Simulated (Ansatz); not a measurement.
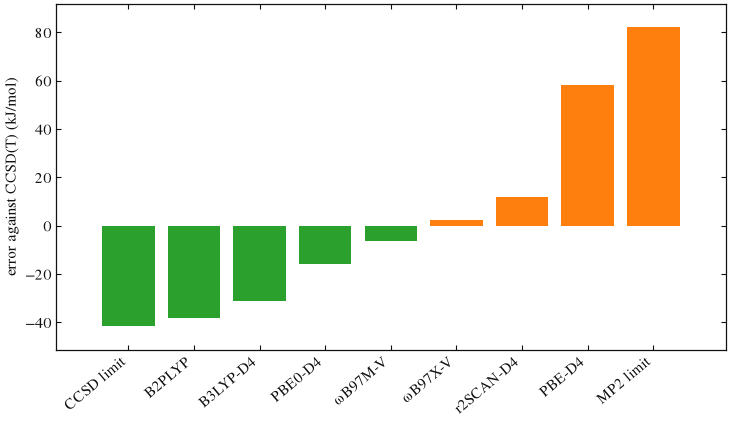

Error in the electronic atomisation energy (method less reference, so positive means overbinding) of CH₃FOZn, SMILES O[CH2][Zn][F], singlet: functionals in def2-TZVPP against frozen-core CCSD(T) at the limit (MP2 extrapolated from triple and quadruple zeta, plus CCSD(T) less MP2 in a smaller set), which gives 2278.1 kJ/mol, at a PBE0-D4/def2-TZVP geometry (no frequency check), no zero-point or spin-orbit term, the Ansatz code 0.2.0. The reference leaves out core correlation, a term that grows with the number of heavy atoms. Choice of cores on heavy atoms: Zn/Cu 3s3p. B2PLYP holds a correlation term that converges slowly with the basis, so part of the distance to the limit is basis error. No dispersion term is added to B2PLYP. Limit means the basis limit.

> Which of these levels overbind, and which underbind?

Overbind: PBE-D4 and MP2 limit. Underbind: CCSD limit, B2PLYP and B3LYP-D4. Within 20 kJ/mol of zero, too close to call in view of what the reference leaves out: PBE0-D4, ωB97M-V, ωB97X-V and r2SCAN-D4.

> Give the values.

```tsv
level	kJ/mol
CCSD limit	−41.5
B2PLYP	−38.1
B3LYP-D4	−31.3
PBE0-D4	−16.1
ωB97M-V	−6.2
ωB97X-V	2.1
r2SCAN-D4	11.7
PBE-D4	58.1
MP2 limit	82.0
```

Caveats, for all or some of the runs: no scalar relativity up to krypton; one conformer of a flexible molecule.
